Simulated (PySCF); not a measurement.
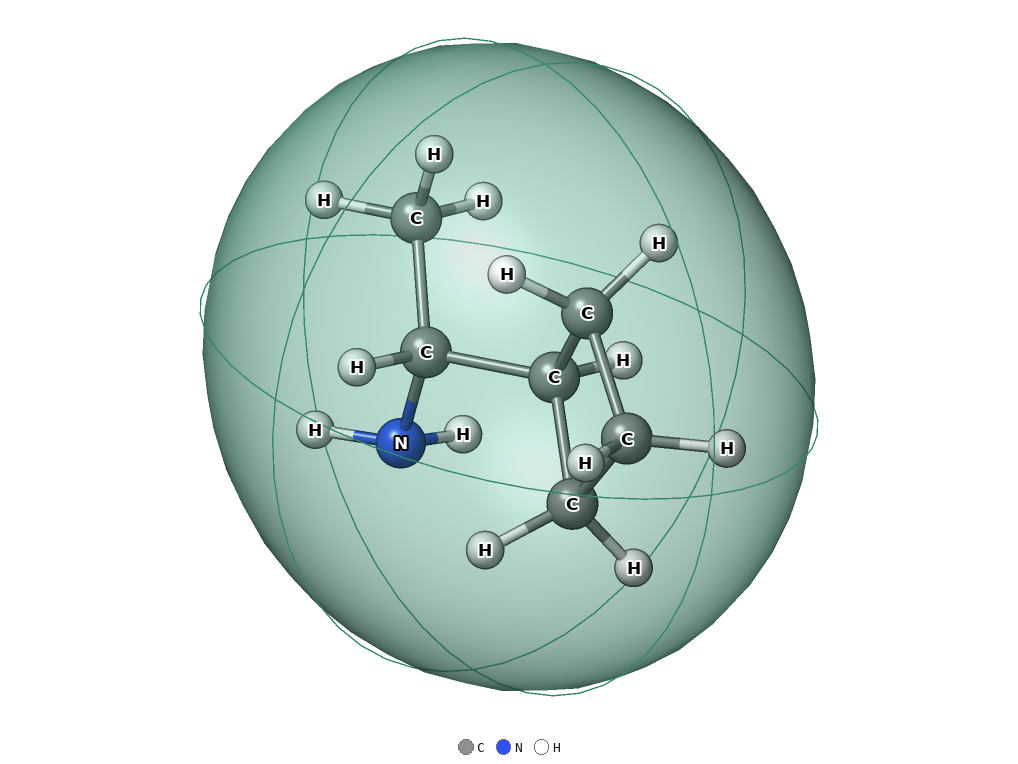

The ellipsoid shows the static dipole polarisability: its half-axes are proportional to the principal values. Computed geometry: GFN2-xTB optimisation. No frequency run is at hand to confirm it as a minimum. Computed with CAM-B3LYP/def2-SVPD (PySCF 2.14.0).

Question: Give the principal values, the mean and the anisotropy.

Answer: Principal values 68.4, 78.6, 87.5 bohr³; mean 78.2 bohr³ (11.59 Å³); anisotropy 16.5 bohr³, so the longest axis is 1.28 times the shortest.
